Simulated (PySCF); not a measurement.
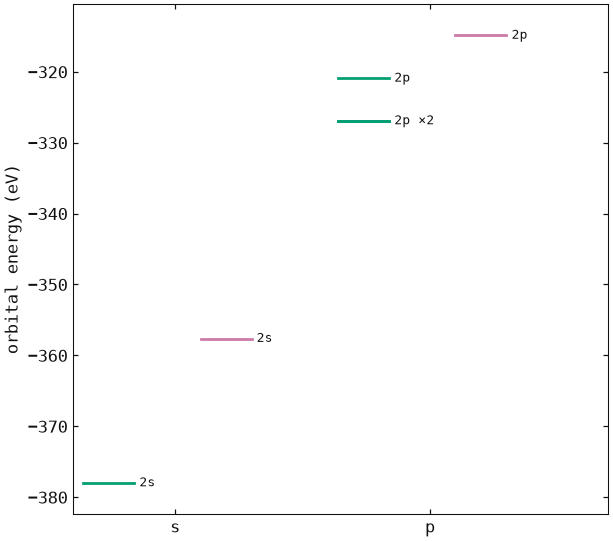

**Figure 1.** Orbital energies of the mean field, from the top down to −378.0 eV, by angular momentum, α spin at the left of each column and β at the right; ×n counts the orbitals under one label. The highest filled orbital is 2p β at −314.9 eV, the lowest empty one p β at −266.7 eV.

**P⁷⁺: atomic calculation**

- system: P⁷⁺, configuration 1s2 2s2 2p4, multiplicity 3.
- method: unrestricted HF, cc-pVDZ-DK, spin-free X2C-1e, Gaussian nucleus (PySCF)

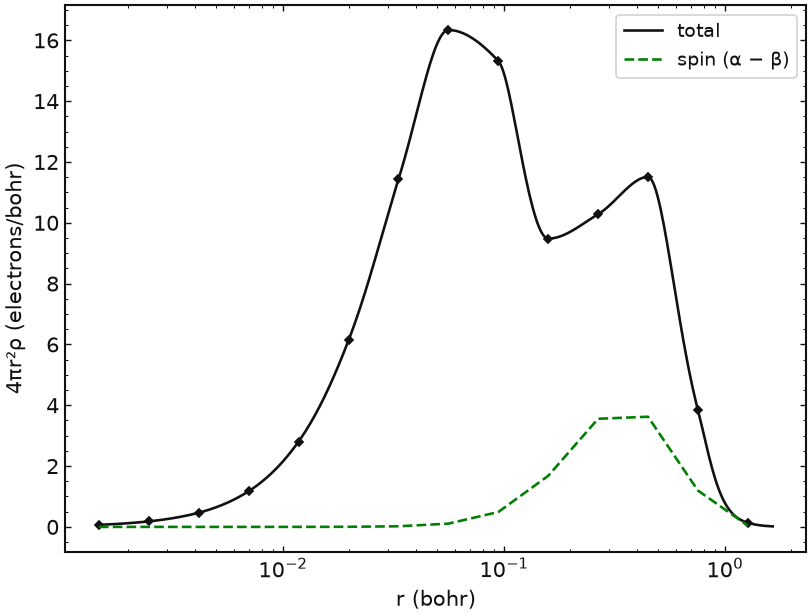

**Figure 2.** Spherically averaged radial density 4πr²ρ of the mean field and its spin part; markers are the stored points, which are sparse, and the line is a monotone interpolation between them. The largest stored value is 16.3 electrons/bohr at r = 0.056 bohr. Root-mean-square radii of the shells: 1s 0.119, 2p 0.519, 2s 0.545 bohr.

These pictures come from the run below.

**Input**
```python
from pyscf import gto, scf, dft, mp, cc
import basis_set_exchange as bse
mol = gto.M(atom="P 0 0 0", charge=7, spin=2, symmetry="D2h",
            basis=gto.basis.parse(bse.get_basis("cc-pVDZ-DK", elements=["P"], fmt="nwchem", header=False)),
            nucmod="G")
mf = scf.UHF(mol).sfx2c1e()
mf.irrep_nelec = {'Ag': (2, 2), 'B1u': (1, 0), 'B2u': (1, 1), 'B3u': (1, 0)}
mf.kernel()
```

The script is an equivalent of what the driver set up; the driver started from orbitals of its own, so the log can be shorter than this script's would be, and it computed the properties (radii, ⟨L²⟩, response) afterwards. It held the occupations shell by shell, which the script's counts by irreducible representation don't always enforce.

The run was one of a batch that the task file lists, launched with:
```bash
OMP_NUM_THREADS=1 python <driver script> TASK.json OUT
```

**Log (extracts)**
```
damping factor = 0
level_shift factor = 0
DIIS = <class 'pyscf.scf.diis.CDIIS'>
diis_start_cycle = 1
diis_space = 10
diis_damp = 0
SCF conv_tol = 1e-09
SCF conv_tol_grad = None
number electrons alpha = 5  beta = 3
cycle= 1 E= -317.20715955441  delta_E= -2.14e-05  |g|= 0.000709  |ddm|= 0.00188
cycle= 2 E= -317.207159602385  delta_E= -4.8e-08  |g|= 3.5e-05  |ddm|= 9.36e-05
cycle= 3 E= -317.207159602505  delta_E= -1.2e-10  |g|= 5.59e-07  |ddm|= 6.16e-06
converged SCF energy = -317.207159602505  <S^2> = 2.0001204  2S+1 = 3.0000802
```

**Outcome**

```
      quantity                                                                 value
       outcome                                                             converged
  total energy                                                   −317.207160 hartree
          ⟨S²⟩                                                                 2.000
          ⟨L²⟩                                                                  2.00
SCF iterations                                                                     3
      hardware  1 thread of Arm Neoverse V1, 23 GiB of memory available, shared host
```

**What is odd here**

This input holds a deliberate oddity: basis of the neutral atom used for a highly charged ion. The program ran to the end. Its numbers are those of this setting; this run alone doesn't show how far the oddity moves them.
